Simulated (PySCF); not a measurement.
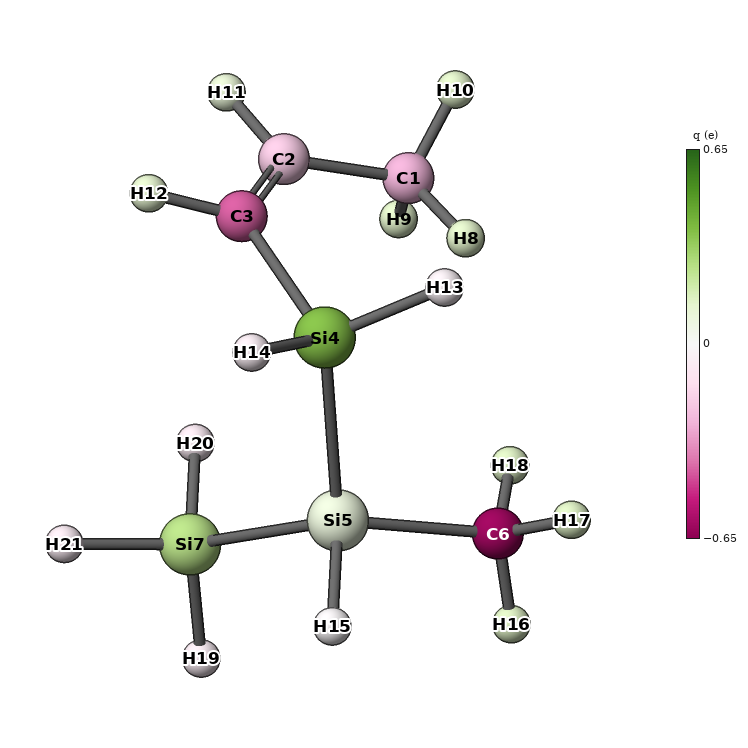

Atoms are coloured by their Mulliken charges. Computed geometry: GFN2-xTB optimisation. No frequency run is at hand to confirm it as a minimum. Method: PBE0/pcSseg-1, gas phase (PySCF 2.14.0).

Which atom carries the highest charge (most positive or least negative)?

Si4 (0.37 e).

And the lowest?

C6 (−0.60 e).

List the Mulliken charges.

| atom | value (e) |
| --- | --- |
| C1 | −0.26 |
| C2 | −0.19 |
| C3 | −0.42 |
| Si4 | 0.37 |
| Si5 | 0.08 |
| C6 | −0.60 |
| Si7 | 0.25 |
| H8 | 0.14 |
| H9 | 0.13 |
| H10 | 0.13 |
| H11 | 0.10 |
| H12 | 0.13 |
| H13 | −0.04 |
| H14 | −0.05 |
| H15 | −0.01 |
| H16 | 0.15 |
| H17 | 0.15 |
| H18 | 0.14 |
| H19 | −0.06 |
| H20 | −0.07 |
| H21 | −0.06 |

Mulliken values depend strongly on the basis set and can even reverse the polarity of a bond. The geometry is semi-empirical. Around Si such bond lengths and angles can be off by a tenth of an ångström or more and by several degrees, and values that hang on the shape move with them.
